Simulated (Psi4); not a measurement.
# BH2F− (SMILES [BH2-]F) at UMP2/cc-pwCVTZ (density fitting, density fitting for correlation, sweep point 5)

What is the vertical electron affinity of BH2F− at UMP2/cc-pwCVTZ (density fitting, density fitting for correlation, sweep point 5)? 

The results are computed with Psi4 1.11.

## 1. The system as given

BH2F− has 4 atoms, charge -1, and is taken as a doublet. SMILES: `[BH2-]F`. The coordinates come from a GFN2-xTB relaxation.

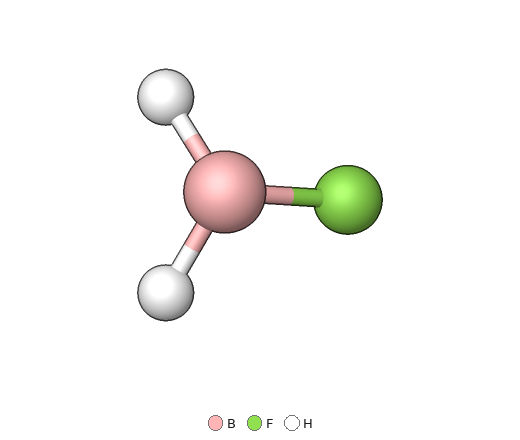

The structure, seen from a chosen angle (boron pink, fluorine green, hydrogen white).

## 2. The energy at UMP2/cc-pwCVTZ (density fitting, density fitting for correlation, sweep point 5)

calc.in reads:

```
memory 1600 MB

molecule {
  -1 2
  B     -0.086340     0.304430     0.102380
  F      1.031910    -0.468820     0.732960
  H     -1.140340    -0.333670     0.256190
  H      0.194760     0.498060    -1.091520
  symmetry c1
}

set reference uhf
set puream true
set scf_type df
set num_frozen_docc 0
set maxiter 150

energy_value, wavefunction = energy("mp2/cc-pwCVTZ", return_wfn=True)
print_variables()
```

Launch:

```sh
$ psi4 -n 1 calc.in calc.out
```

calc.out:

```text
[...]
  Running in c1 symmetry.
[...]
  Nuclear repulsion =   24.681591575925811
[...]
  Multiplicity = 2
[...]
  Nalpha       = 9
  Nbeta        = 8
[...]
    Number of basis functions: 114
[...]
   @DF-UHF iter   1:  -125.25721343451646   -9.16410e-01   3.02591e-03 ADIIS/DIIS
[...]
   @DF-UHF iter  13:  -125.31181242696415   -5.59908e-12   5.11389e-09 DIIS
[...]
   @S^2 Observed:                7.545712545E-01
[...]
    Orbital Energies [Eh]
    ---------------------
    Alpha Occupied:
       1A    -25.990285     2A     -7.368958     3A     -1.280140
       4A     -0.482684     5A     -0.383026     6A     -0.378398
       7A     -0.327135     8A     -0.200568     9A     -0.037964
    Alpha Virtual:
      10A      0.380445    11A      0.421219    12A      0.422404
      13A      0.485170    14A      0.490248    15A      0.561422
      16A      0.703401    17A      0.763713    18A      0.775822
      19A      0.836381    20A      0.850945    21A      0.880614
      22A      0.994090    23A      1.087634    24A      1.252195
      25A      1.271164    26A      1.325676    27A      1.336320
[...]
  @DF-UHF Final Energy:  -125.31181242696415
   => Energetics <=
    Nuclear Repulsion Energy =             24.6815915759258111
    One-Electron Energy =                -227.2421101794680851
    Two-Electron Energy =                  77.2487061765781249
    Total Energy =                       -125.3118124269641527
  UHF NO Occupations:
  HONO-2 :    7  A 1.9995838
  HONO-1 :    8  A 1.9983982
[...]
 Multipole Moments:
 ------------------------------------------------------------------------------------
     Multipole            Electronic (a.u.)      Nuclear  (a.u.)        Total (a.u.)
 ------------------------------------------------------------------------------------
 L = 1.  Multiply by 2.5417464519 to convert [e a0] to [Debye]
 Dipole X            :          2.4823516           -1.7653708            0.7169808
 Dipole Y            :         -0.8598433            0.3023381           -0.5575052
 Dipole Z            :          1.9287083           -1.5623787            0.3663295
 Magnitude           :                                                    0.9793216
[...]
```

Run time: 1.6 s. Hardware: 1 thread of Intel Xeon 6975P-C (Granite Rapids), shared host; peak memory 0.23 GiB.

## 3. Singlet [BH2F]2− at the same level

job.in reads:

```
memory 1.6 GB

molecule system {
  -2 1
  B     -0.086340     0.304430     0.102380
  F      1.031910    -0.468820     0.732960
  H     -1.140340    -0.333670     0.256190
  H      0.194760     0.498060    -1.091520
  symmetry c1
}

set basis cc-pwCVTZ
set puream true
set scf_type df
set num_frozen_docc 0

energy('mp2')
print_variables()
```

Launch:

```sh
$ psi4 -n 1 job.in job.out
```

job.out:

```text
[...]
  Running in c1 symmetry.
[...]
  Nuclear repulsion =   24.681591575925811
[...]
  Multiplicity = 1
[...]
  Nalpha       = 9
  Nbeta        = 9
[...]
    Number of basis functions: 114
[...]
   @DF-RHF iter   1:  -124.80647843743517   -4.65675e-01   4.47079e-03 DIIS/ADIIS
[...]
   @DF-RHF iter  12:  -124.99093053990538   -1.47367e-11   6.52242e-09 DIIS
[...]
    Orbital Energies [Eh]
    ---------------------
    Doubly Occupied:
       1A    -25.758324     2A     -7.110394     3A     -1.051881
       4A     -0.240649     5A     -0.151463     6A     -0.149581
       7A     -0.083852     8A      0.039276     9A      0.285049
[...]
  @DF-RHF Final Energy:  -124.99093053990538
   => Energetics <=
    Nuclear Repulsion Energy =             24.6815915759258111
    One-Electron Energy =                -230.9014092114996402
    Two-Electron Energy =                  81.2288870956684548
    Total Energy =                       -124.9909305399053778
[...]
 Multipole Moments:
 ------------------------------------------------------------------------------------
     Multipole            Electronic (a.u.)      Nuclear  (a.u.)        Total (a.u.)
 ------------------------------------------------------------------------------------
 L = 1.  Multiply by 2.5417464519 to convert [e a0] to [Debye]
 Dipole X            :          3.8674484           -1.7653708            2.1020776
 Dipole Y            :         -2.4302394            0.3023381           -2.1279013
 Dipole Z            :          2.3317099           -1.5623787            0.7693312
 Magnitude           :                                                    3.0884567
[...]
```

Run time: 1.6 s. Hardware: 1 thread of Intel Xeon 6975P-C (Granite Rapids), shared host; peak memory 0.23 GiB.

## 4. Results

At UMP2/cc-pwCVTZ (density fitting, density fitting for correlation, sweep point 5):

| quantity | value |
| --- | --- |
| doublet BH2F−: total energy | -125.78976 Eh |
| doublet BH2F−: HOMO energy (Hartree–Fock orbitals) (highest over α and β) | -1.03 eV |
| doublet BH2F−: LUMO energy (Hartree–Fock orbitals) (lowest over α and β) | 9.31 eV |
| doublet BH2F−: correlation energy | -477.9 mEh |
| doublet BH2F−: ⟨S²⟩ of the reference determinant | 0.755 |
| singlet [BH2F]2−: total energy | -125.50165 Eh |
| singlet [BH2F]2−: HOMO energy (Hartree–Fock orbitals) | 7.76 eV |
| singlet [BH2F]2−: LUMO energy (Hartree–Fock orbitals) | 15.85 eV |
| singlet [BH2F]2−: HOMO–LUMO gap (to an unbound level, set by the basis) | 8.09 eV |
| singlet [BH2F]2−: correlation energy | -510.7 mEh |
| vertical electron affinity (to the singlet dianion) | -7.840 eV |

The dianion lies 7.84 eV (756 kJ/mol) above the anion: the electron isn't bound at this level, and such a value depends on the basis. Without diffuse functions anions come out too high. The HOMO (singlet [BH2F]2−) lies at positive energy, 7.76 eV: the electron is unbound at this level or held by a compact basis; values depend on the basis.
